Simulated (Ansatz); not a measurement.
# Transmission past a defect: W wire along [100], 2 atoms a period, divacancy of W and W, part 2 of 3

Aim: how much does this defect scatter, and at which energies?

Ansatz 0.2.0; DFT PBE, plane waves, PAW; relaxation of a wire's period (the session's first sound run).

So far. Step 2 (Relaxing the period): The cell's length comes to 2.978 Å with spin left out.

**3. The perfect wire**

This step: DFT PBE, plane waves, PAW; channels and complex bands of a perfect wire (Ansatz 0.2.0).

At the relaxed period the Bloch states of the perfect wire are found at each energy: those that move forward count the open channels, and those that decay describe how a disturbance dies away inside the wire itself. An energy step of 0.035 eV is under the 0.039 eV that the program asks for its thermal average at 300 K.

Input file input.yaml:

```yaml
crystal:
  lattice:
    - [8.385, 0.0, 0.0]
    - [0.0, 8.385, 0.0]
    - [0.0, 0.0, 2.9783318098]
  atoms:
    - { symbol: W, position: [0.426063455, 0.426063455, 0.0] }
    - { symbol: W, position: [0.573936545, 0.573936545, 0.5] }
kpoints:
  mp_grid: { grid: [1, 1, 27] }
scf:
  occupations: { method: fermi_dirac, width: 0.05 }
hamiltonian:
  xc: pbe
output:
  transmission:
    e_range: [-1.26, 1.26]
    de: 0.035
    kmesh: [1, 1]
    reduced_basis: true
    leads: [[0, 0]]
basis:
  ecutwfc: "350 eV"
```

Launch:

```bash
ansatz run input.yaml --threads 4 --pin off --max-ram 16384MiB --backend cpu --events-out ev --progress --plain --runs-dir out
```

Numbers of over 12 decimals in the logs are rounded to 6 here.

What it wrote:

```text
Warning: basis.ecutwfc = 350 eV is below the records' recommended 420 eV, and the density's cutoff is lower with it unless basis.ecutrho_ratio is high enough to keep the records' density cutoff: compare with a run at a higher cutoff
[...]
Crystal: 2 atoms, lattice volume = 209.401 Å³
Basis set: ecut = 350 eV, 3141 PW (Γ)
Bands: 18, of which v1, the nominal top of the filled ones, is band 14 counted from 1 (13 counted from 0)
Symmetry: 8 space group operations
[...]
k-points: 14 of 27
[...]
SCF iter   1: F=—  HF=-20762.081600 eV  |F-HF|=—  |Δ(HF+E_count)|=         —  Δρ=8.24e-3  dr2=1.33e-1  ethr=1.77e-3  ⟨swp⟩=6.1  Hψ=1230  notcnv=0
[...]
SCF iter   7: F=-20762.062687 eV  HF=-20762.062687 eV  |F-HF|=3.73e-8  |Δ(HF+E_count)|=   4.62e-7  Δρ=3.26e-6  dr2=2.06e-8  ethr=3.57e-10  ⟨swp⟩=5.3  Hψ=879  notcnv=0
SCF 1 converged in 7 iterations: F = -20762.062687 eV  dr2 = 2.06e-8
[...]
transmission: 4 of 24 steps passed
transmission: 8 of 24 steps passed
[...]
transmission: 24 of 24 steps passed
SCF converged after 7 iterations
Free energy (F): -20762.062687 eV
[...]
Internal energy: -20762.043188 eV  (E = F + TS)
E sigma→0 (E₀):  -20762.052938 eV
Entropy (-TS):   -0.019499 eV (-9.750 meV/atom)
Fermi energy:    0.202301 eV
[...]
--- Band table (eV; the first three rows and the last of 14) ---
  k-point 0: bands = [... 10 lower, -1.8328, -1.6253, -1.5480, -0.2700, 0.7119, 0.7408, 1.4407, 1.5216]
  k-point 1: bands = [... 10 lower, -1.8357, -1.6900, -1.5315, -0.1932, 0.3852, 1.0554, 1.4635, 1.5023]
  k-point 2: bands = [... 10 lower, -1.8468, -1.8454, -1.4822, -0.0015, 0.0379, 1.3685, 1.4497, 1.5319]
  k-point 13: bands = [... 10 lower, -2.3357, -2.1596, 0.1174, 0.2640, 1.1006, 1.1802, 2.1899, 2.3867]
--- Transmission ---
  basis      : 509 plane waves across, 4 finite elements along
  points     : 1, standing for a mesh of 1 x 1
  filling    : by the input's occupations and mesh, since the crystals that have channels conduct as metals do. If one of these is a semiconductor, that mesh has misplaced its level
  energies   : 73 from -1.260000 to 1.260000 eV about the Fermi level, 0.035000 eV apart; the leads are filled to 0.000000 eV, and channels, transmission and decay are at 0.000000 eV
  crystal 0  : W2, at the sites [0, 0], period 2.9783 Å: whole cells are its period
    offset         : up to 0.0000 Å between an atom of the period and one for which it stands
    filled         : 1.4 meV under the level at which it is neutral
    channels       : 4.000000e0 a spin
    conductance    : 4.2568e14 S/m² at 300 K; may be off by some 0.0 % by where its bands' edges are placed, 0.2 % from the distance to neutral
```

The job ended after 15 s (4 threads of Arm Neoverse V1, shared host; peak memory 0.59 GiB; 51 s of CPU time).

Reading the cycles: dr2 is the Hartree energy of the density residual (eV), the measure of convergence; HF is the Harris–Foulkes estimate of the energy, which meets the free energy F at convergence.

Numbers from this step:

```
energy at zero smearing                                  : -20762.0529 eV
channels at the energy nearest the Fermi level, one spin : 4
conductance of the lead as this run defines it           : 3.863 G₀
band gap                                                 : 0 eV
```

Open channels of the lead, one spin against energy, zero at the Fermi level:

```csv
energy (eV),"open channels of the lead, one spin"
-1.190,3
-1.015,3
-0.805,3
-0.595,3
-0.385,4
-0.210,4
0.000,4
0.210,2
0.385,2
0.595,2
0.805,4
1.015,2
1.190,4
```

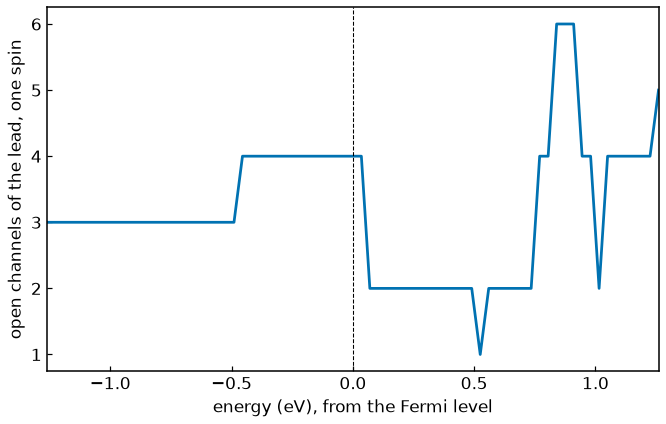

Open channels of the lead, one spin against energy.

The slowest values at each energy, most degenerate partners merged, listed up to 1.5 1/Å. Table of Im kz of the slowest decaying states by energy, zero at the Fermi level:

```csv
energy (eV),decay 1 (Å⁻¹),decay 2 (Å⁻¹),decay 3 (Å⁻¹),decay 4 (Å⁻¹)
-1.190,0.154,0.163,0.494,0.807
-1.015,0.145,0.158,0.496,0.778
-0.805,0.138,0.140,0.492,0.740
-0.595,0.0916,0.176,0.483,0.701
-0.385,0.192,0.468,0.659,0.808
-0.210,0.195,0.452,0.623,0.771
0.000,0.189,0.427,0.575,0.723
0.210,0.0738,0.174,0.396,0.524
0.385,0.0997,0.152,0.363,0.478
0.595,0.105,0.107,0.311,0.415
0.805,0.0495,0.236,0.340,0.473
1.015,0.0570,0.0745,0.139,0.244
1.190,0.113,0.131,0.244,0.268
```

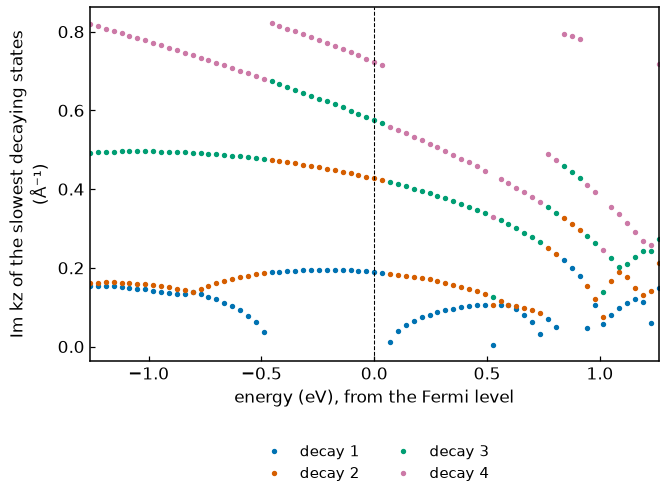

Im kz of the slowest decaying states, plotted against energy.

By hand: the program gives 4.2568 × 10^14 S/m² over the cell's cross-section of 70.31 Å² = 7.031 × 10^-19 m², so one cell conducts 2.993 × 10^-4 S. Divided by G0 = 2e²/h = 7.748 × 10^-5 S this is 3.86 G0, a resistance of 3.34 kΩ.

At the computed energy nearest the Fermi level there are 4 channels a spin, and the thermal average gives 3.86 G₀.

**4. Relaxation of the scattering region**

This step: DFT PBE, plane waves, PAW; relaxation of a junction in a wire, ends held (Ansatz 0.2.0).

System of this step: W wire along [100], 2 atoms a period, divacancy of W and W. The cell holds 16 atoms: 16 W. Its edges and angles: a = 8.385 Å, b = 8.385 Å, c = 26.805 Å, α = 90.0°, β = 90.0°, γ = 90.0°. Regions: held atoms, 12 atoms (12 W); free atoms, 4 atoms (4 W). Vacuum lies along a and b. The structure's axis is c.

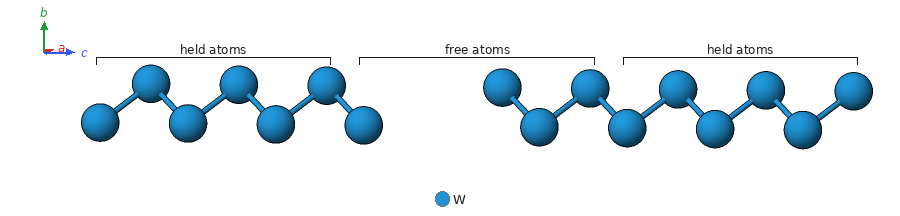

The cell of this step (tungsten blue).

4 atoms at the defect are free to relax, while 12 stay where the perfect wire has them, so that the ends still repeat as a lead. The cutoff is set under the files' recommended one to save time.

Input file input.yaml:

```yaml
crystal:
  lattice:
    - [8.385, 0.0, 0.0]
    - [0.0, 8.385, 0.0]
    - [0.0, 0.0, 26.8049862879]
  atoms:
    - { symbol: W, position: [0.426063455, 0.426063455, 0.0] }
    - { symbol: W, position: [0.573936545, 0.573936545, 0.055555556] }
    - { symbol: W, position: [0.426063455, 0.426063455, 0.111111111] }
    - { symbol: W, position: [0.573936545, 0.573936545, 0.166666667] }
    - { symbol: W, position: [0.426063455, 0.426063455, 0.222222222] }
    - { symbol: W, position: [0.573936545, 0.573936545, 0.277777778] }
    - { symbol: W, position: [0.426063455, 0.426063455, 0.333333333] }
    - { symbol: W, position: [0.573936545, 0.573936545, 0.5] }
    - { symbol: W, position: [0.426063455, 0.426063455, 0.555555556] }
    - { symbol: W, position: [0.573936545, 0.573936545, 0.611111111] }
    - { symbol: W, position: [0.426063455, 0.426063455, 0.666666667] }
    - { symbol: W, position: [0.573936545, 0.573936545, 0.722222222] }
    - { symbol: W, position: [0.426063455, 0.426063455, 0.777777778] }
    - { symbol: W, position: [0.573936545, 0.573936545, 0.833333333] }
    - { symbol: W, position: [0.426063455, 0.426063455, 0.888888889] }
    - { symbol: W, position: [0.573936545, 0.573936545, 0.944444444] }
kpoints:
  mp_grid: { grid: [1, 1, 1] }
scf:
  occupations: { method: fermi_dirac, width: 0.1 }
hamiltonian:
  xc: pbe
relax:
  constraints: [{ sites: [0, 1, 2, 3, 4, 5, 10, 11, 12, 13, 14, 15] }]
  f_tol: 0.06
  max_steps: 35
basis:
  ecutwfc: "350 eV"
```

What it wrote:

```text
[...]
Warning: crystal.symmetry: narrowed to the stabiliser of the relax constraints — unitary ops 4 → 2; lowered at sites 4, 5, 8, 9 (the operations that carried what is held of a site onto what its image site leaves free; the constrained walk keeps no symmetry that its constraints do not admit)
[...]
Crystal: 16 atoms, lattice volume = 1884.611 Å³
Basis set: ecut = 350 eV, 27997 PW (Γ), exchange–correlation on 108×108×360 points (8 copies of the dense FFT grid, shifted against one another)
Bands: 135, of which v1, the nominal top of the filled ones, is band 112 counted from 1 (111 counted from 0)
Symmetry: 2 space group operations
k-points: 1
[...]
SCF iter   1: F=—  HF=-166091.723414 eV  |F-HF|=—  |Δ(HF+E_count)|=         —  Δρ=8.18e-3  dr2=1.22e0  ethr=1.77e-3  ⟨swp⟩=8.0  Hψ=525  notcnv=0
[...]
SCF iter   8: F=-166091.565304 eV  HF=-166091.565301 eV  |F-HF|=3.53e-6  |Δ(HF+E_count)|=   3.60e-5  Δρ=1.99e-5  dr2=1.07e-5  ethr=4.02e-8  ⟨swp⟩=3.0  Hψ=425  notcnv=0
SCF 1 converged in 8 iterations: F = -166091.565304 eV  dr2 = 1.07e-5
[...]
relax step   1: F+E_penalty+E_count = -166091.56530404 eV  Δ(F+E_penalty+E_count) = +0.000e0 eV  max|allowed force component| = 2.511e0 eV/Å  Δτ_max = 0.0000 Å  (8 SCF iters, dr2 threshold 9.00e-5 eV, accepted)
[...]
SCF iter   8: F=-166092.236493 eV  HF=-166092.236539 eV  |F-HF|=4.54e-5  |Δ(HF+E_count)|=   2.54e-5  Δρ=3.61e-5  dr2=5.99e-5  ethr=4.46e-8  ⟨swp⟩=3.0  Hψ=469  notcnv=0
SCF 2 converged in 8 iterations: F = -166092.236493 eV  dr2 = 5.99e-5
[...]
relax step   2: F+E_penalty+E_count = -166092.23649338 eV  Δ(F+E_penalty+E_count) = -6.712e-1 eV  max|allowed force component| = 1.352e0 eV/Å  Δτ_max = 0.1947 Å  (8 SCF iters, dr2 threshold 1.00e-4 eV, accepted)
[...]
SCF iter   7: F=-166092.469800 eV  HF=-166092.469869 eV  |F-HF|=6.92e-5  |Δ(HF+E_count)|=   4.33e-5  Δρ=4.13e-5  dr2=9.15e-5  ethr=4.46e-8  ⟨swp⟩=3.0  Hψ=502  notcnv=0
SCF 3 converged in 7 iterations: F = -166092.469800 eV  dr2 = 9.15e-5
[...]
relax step   3: F+E_penalty+E_count = -166092.46980018 eV  Δ(F+E_penalty+E_count) = -2.333e-1 eV  max|allowed force component| = 6.146e-1 eV/Å  Δτ_max = 0.1949 Å  (7 SCF iters, dr2 threshold 1.00e-4 eV, accepted)
[...]
relax step   4: F+E_penalty+E_count = -166092.70443185 eV  Δ(F+E_penalty+E_count) = -2.346e-1 eV  max|allowed force component| = 5.711e-1 eV/Å  Δτ_max = 0.1949 Å  (7 SCF iters, dr2 threshold 7.81e-5 eV, accepted)
[...]
relax step   5: F+E_penalty+E_count = -166092.88115326 eV  Δ(F+E_penalty+E_count) = -1.767e-1 eV  max|allowed force component| = 1.120e0 eV/Å  Δτ_max = 0.1962 Å  (8 SCF iters, dr2 threshold 6.74e-5 eV, accepted)
[...]
relax step   6: F+E_penalty+E_count = -166093.01212067 eV  Δ(F+E_penalty+E_count) = -1.310e-1 eV  max|allowed force component| = 3.987e-1 eV/Å  Δτ_max = 0.1949 Å  (8 SCF iters, dr2 threshold 1.00e-4 eV, accepted)
[...]
relax step   7: F+E_penalty+E_count = -166093.03382357 eV  Δ(F+E_penalty+E_count) = -2.170e-2 eV  max|allowed force component| = 7.516e-2 eV/Å  Δτ_max = 0.0852 Å  (7 SCF iters, dr2 threshold 2.02e-5 eV, accepted)
[...]
relax step   8: F+E_penalty+E_count = -166093.03598511 eV  Δ(F+E_penalty+E_count) = -2.162e-3 eV  max|allowed force component| = 9.005e-2 eV/Å  Δτ_max = 0.0325 Å  (9 SCF iters, accepted)
[...]
relax step   9: F+E_penalty+E_count = -166093.02851717 eV  Δ(F+E_penalty+E_count) = +7.468e-3 eV  max|allowed force component| = 3.062e-1 eV/Å  Δτ_max = 0.1488 Å  (11 SCF iters, rejected (line search))
SCF iter   1: F=—  HF=-166093.082943 eV  |F-HF|=—  |Δ(HF+E_count)|=         —  Δρ=3.30e-3  dr2=4.83e-1  ethr=2.38e-3  ⟨swp⟩=4.0  Hψ=258  notcnv=0
[...]
SCF iter  10: F=-166093.038209 eV  HF=-166093.038209 eV  |F-HF|=1.94e-8  |Δ(HF+E_count)|=   5.33e-8  Δρ=1.17e-6  dr2=5.79e-8  ethr=4.46e-11  ⟨swp⟩=3.0  Hψ=474  notcnv=0
SCF 10 converged in 10 iterations: F = -166093.038209 eV  dr2 = 5.79e-8
relax step  10: F+E_penalty+E_count = -166093.03820936 eV  Δ(F+E_penalty+E_count) = -2.224e-3 eV  max|allowed force component| = 2.487e-2 eV/Å  Δτ_max = 0.0729 Å  (10 SCF iters, accepted)
SCF converged after 10 iterations
Free energy (F): -166093.038209 eV
[...]
Internal energy: -166092.505606 eV  (E = F + TS)
E sigma→0 (E₀):  -166092.771908 eV
Entropy (-TS):   -0.532603 eV (-33.288 meV/atom)
Fermi energy:    -0.161527 eV
[...]
--- Forces (eV/Å), atoms counted from 1 ---
  atom   1  W      0.02910707     0.02910707     0.10910057
  atom   2  W      0.06473742     0.06473742    -0.02541423
  atom   3  W     -0.16588666    -0.16588666     0.33299461
  atom   4  W      0.41480721     0.41480721    -0.34963948
  atom   5  W     -1.51024408    -1.51024408    -1.22065945
  atom   6  W      1.16700055     1.16700055     1.26881199
  atom   7  W      0.00164200     0.00164200     0.00830520
  atom   8  W     -0.00306039    -0.00306039     0.00810397
  atom   9  W      0.00819225     0.00819225     0.00764593
  atom  10  W     -0.00814003    -0.00814003    -0.02487146
  atom  11  W     -0.24476517    -0.24476517    -0.37988902
  atom  12  W      0.11328091     0.11328091     0.45831594
  atom  13  W      0.02872528     0.02872528    -0.30145186
  atom  14  W      0.01927292     0.01927292     0.08953222
  atom  15  W      0.12725191     0.12725191    -0.01932030
  atom  16  W     -0.04169706    -0.04169706     0.03855841
  max |Σ_I F_I| component: 2.24e-4 eV/Å
--- Relaxed structure (10 steps of the walk, 9 accepted, 0 SCFs on fresh bases) ---
  F+E_penalty+E_count = -166093.03820936 eV   max|allowed force component| = 2.487e-2 eV/Å
  atoms:
    - { symbol: W, position: [0.426063455, 0.426063455, 1.6666665898952548e-10] }
    - { symbol: W, position: [0.573936545, 0.573936545, 0.055556] }
    - { symbol: W, position: [0.426063455, 0.426063455, 0.111111] }
    - { symbol: W, position: [0.573936545, 0.573936545, 0.166667] }
    - { symbol: W, position: [0.426063455, 0.426063455, 0.222222] }
    - { symbol: W, position: [0.573936545, 0.573936545, 0.277778] }
    - { symbol: W, position: [0.420366, 0.420366, 0.320855] }
    - { symbol: W, position: [0.538099, 0.538099, 0.528632] }
    - { symbol: W, position: [0.381995, 0.381995, 0.572997] }
    - { symbol: W, position: [0.586443, 0.586443, 0.612756] }
    - { symbol: W, position: [0.426063455, 0.426063455, 0.666667] }
    - { symbol: W, position: [0.573936545, 0.573936545, 0.722222] }
    - { symbol: W, position: [0.426063455, 0.426063455, 0.777778] }
    - { symbol: W, position: [0.573936545, 0.573936545, 0.833333] }
    - { symbol: W, position: [0.426063455, 0.426063455, 0.888889] }
    - { symbol: W, position: [0.573936545, 0.573936545, 0.944444] }
```

Wall time 37 s (4 threads); peak memory 1.1 GiB.

Relaxation path:

```csv
step,energy less that of the first step (eV),largest force component (eV/Å)
1,0.0000,2.5109
2,-0.6712,1.3517
3,-0.9045,0.6146
4,-1.1391,0.5711
5,-1.3158,1.1196
6,-1.4468,0.3987
7,-1.4685,0.0752
8,-1.4707,0.0901
9,-1.4632,0.3062
10,-1.4729,0.0249
```

Relaxation step 9 was tried and not accepted.

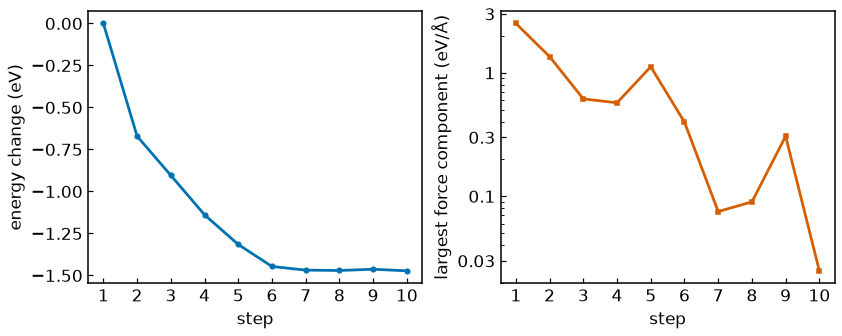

Energy and largest force along the relaxation.

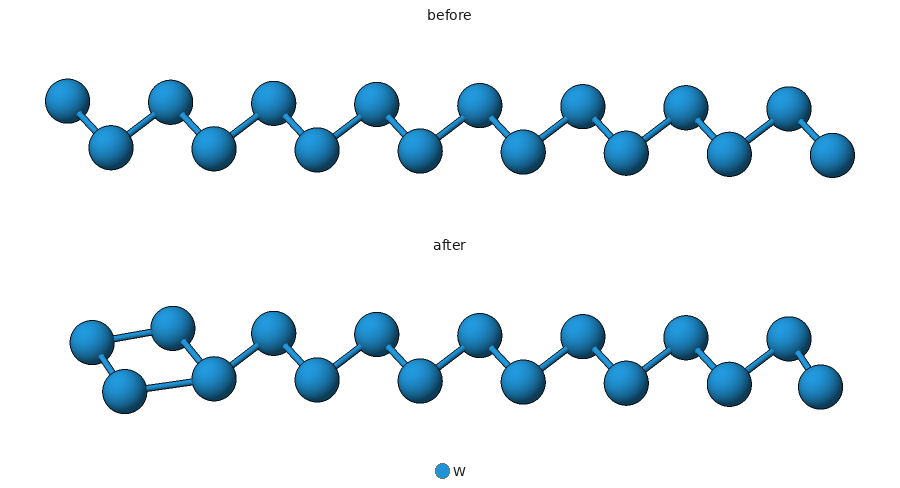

Before and after, at one scale.

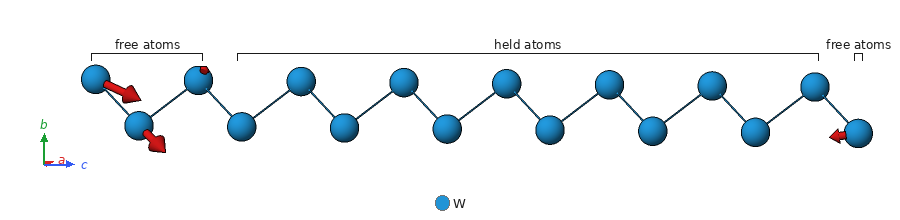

Displacements in the relaxation, exaggerated; the longest in the cell stands for 0.88 Å.

The atoms that moved most (Å):

```csv
atom,dx,dy,dz,length
W8,-0.300,-0.300,0.767,0.877
W9,-0.370,-0.370,0.468,0.701
W7,-0.048,-0.048,-0.334,0.341
W10,0.105,0.105,0.044,0.155
```

Final coordinates:

```cif
data_structure
_symmetry_space_group_name_H-M 'P 1'
_symmetry_Int_Tables_number 1
_cell_length_a 8.3850
_cell_length_b 8.3850
_cell_length_c 26.8050
_cell_angle_alpha 90.000
_cell_angle_beta 90.000
_cell_angle_gamma 90.000
_cell_volume 1884.61
loop_
_atom_site_label
_atom_site_type_symbol
_atom_site_fract_x
_atom_site_fract_y
_atom_site_fract_z
_atom_site_occupancy
W1 W 0.42606 0.42606 0.00000 1
W2 W 0.57394 0.57394 0.05556 1
W3 W 0.42606 0.42606 0.11111 1
W4 W 0.57394 0.57394 0.16667 1
W5 W 0.42606 0.42606 0.22222 1
W6 W 0.57394 0.57394 0.27778 1
W7 W 0.42037 0.42037 0.32086 1
W8 W 0.53810 0.53810 0.52863 1
W9 W 0.38199 0.38199 0.57300 1
W10 W 0.58644 0.58644 0.61276 1
W11 W 0.42606 0.42606 0.66667 1
W12 W 0.57394 0.57394 0.72222 1
W13 W 0.42606 0.42606 0.77778 1
W14 W 0.57394 0.57394 0.83333 1
W15 W 0.42606 0.42606 0.88889 1
W16 W 0.57394 0.57394 0.94444 1
```

Numbers from this step:

```
energy at zero smearing : -166092.7719 eV
```

The largest force component on a free atom ends at 0.025 eV/Å, under the limit of 0.06.  2 atoms of the wire itself, hydrogen apart, moved by over 0.45 Å, up to 0.88 Å.

(Part 2 of 3 ends here.)

[Logs are printed without paths, hosts, clocks, repeated set-up lines and the standing remarks that a program may print on its own settings, such as how far it seeks lower states.]

[Hosts, paths, dates, database ids (printed as entryN), source tags and the programs' standing remarks are cut or masked in the printed files.]
